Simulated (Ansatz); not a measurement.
CdTe (zinc blende), scan of one atom of the cell

Starting cell, CdTe (zinc blende):

```
CELL_PARAMETERS angstrom
      0.00000     3.30902     3.30902
      3.30902     0.00000     3.30902
      3.30902     3.30902     0.00000
ATOMIC_POSITIONS crystal
  Te 0.75000 0.75000 0.75000
  Cd 0.00000 0.00000 0.00000
```

In each cell atom 2 (Cd, nearest neighbour Te at 2.866 Å; its periodic images, 4.7 Å or more away, move with it) moves by s·(0.000, 0.000, 1.000) (along Cartesian z), the rest being held.

Method: PBE (plane waves to 420 eV, PAW, scalar-relativistic; Ansatz, a quantum-chemistry and plane-wave program). k mesh 7×7×7 (Γ-centred), Fermi-Dirac smearing 0.05 eV. Energies are smeared free energies. CdTe was relaxed with its symmetry unable to fall. Spin-orbit coupling is left out, though Te is heavy. The zero of ΔE is the undisplaced structure.

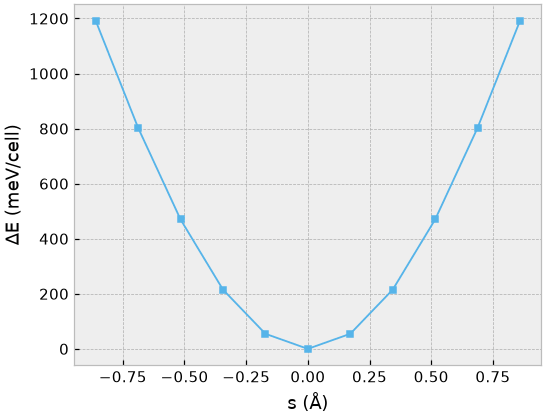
Figure: ΔE (meV/cell) against s (Å); markers are the computed points, lines only join them.

The zone-centre optical wavenumber from k (transverse: no LO-TO term) is 130 cm⁻¹ and the force along the line at s = -0.860 Å is 2.37 eV/Å. The energy at s = 0.860 Å comes out as 1192 meV/cell. Symmetry of the curve: even: the same for both signs. Harmonic estimate at the end of the scan: ½ks² = 1377 meV/cell against the computed 1192 meV/cell, so the well is softer than harmonic there.

With its periodic images moving along, the atom's site symmetry in this cell is -43m.

(For displaced atoms, the force is minus the slope of the energy, and its curvature is a force constant, which sets phonon frequencies.)
